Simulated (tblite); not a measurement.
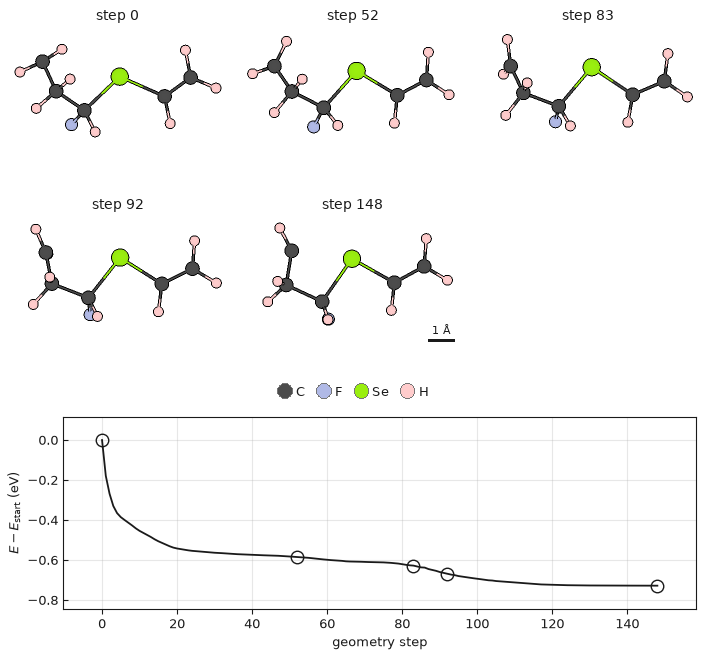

Frames of a relaxation of C₅H₈FSe (multiplicity 2), marked on the history of the run. A ball-and-stick model, seen face on.

All numbers below come from GFN2-xTB geometry optimisation, gas phase in tblite 0.8.0. 

### Describe the path.

The largest move after the best rigid fit is that of an H atom, 1.60 Å. By element the largest moves are H 1.60 Å, Se 1.05 Å, F 1.03 Å, C 0.55 Å. Among the contacts that change: C–Se 3.056 → 2.442 Å, C–Se 1.940 → 2.010 Å, C–H 1.124 → 1.090 Å, C–H 1.111 → 1.080 Å. Bond angles that change, for instance: C–Se–C 108.7° → 95.1°, C–C–H 106.0° → 116.1°, C–C–Se 107.2° → 100.0°. Groups turn about C–Se by about 55°, C–Se by about 40°, C–C by about 30°. Over 148 geometry steps the energy falls by 0.728 eV. From step 0 to 52: an H atom moves most (0.62 Å), energy −0.585 eV. From step 52 to 83: an H atom moves most (0.79 Å), energy −0.043 eV. From step 83 to 92: an H atom moves most (0.63 Å), energy −0.041 eV. From step 92 to 148: a C atom moves most (0.42 Å), energy −0.060 eV.

| step | E − E(0), eV |
| --- | --- |
| 0 | 0.0000 |
| 1 | -0.1788 |
| 2 | -0.2682 |
| 3 | -0.3295 |
| 4 | -0.3650 |
| 5 | -0.3854 |
| 6 | -0.3995 |
| 7 | -0.4128 |
| 8 | -0.4266 |
| 9 | -0.4414 |
| 10 | -0.4539 |
| 17 | -0.5225 |
| 25 | -0.5554 |
| 32 | -0.5653 |
| 39 | -0.5725 |
| 46 | -0.5776 |
| 54 | -0.5871 |
| 61 | -0.6000 |
| 68 | -0.6078 |
| 75 | -0.6115 |
| 83 | -0.6275 |
| 90 | -0.6596 |
| 97 | -0.6853 |
| 104 | -0.7020 |
| 112 | -0.7143 |
| 119 | -0.7228 |
| 126 | -0.7262 |
| 133 | -0.7272 |
| 141 | -0.7276 |
| 148 | -0.7278 |
